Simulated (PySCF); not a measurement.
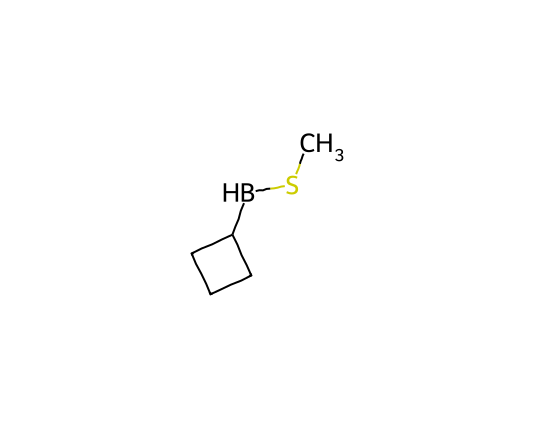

Simulated data, not a measurement (program: PySCF).

A structural formula.

Give its SMILES.

Answer. CSBC1CCC1

Give the formula, hydrogens included.

Answer. C5H11BS.

An optimisation with GFN2-xTB gave a structure of which point group?

Answer. C1. Other conformers may differ.
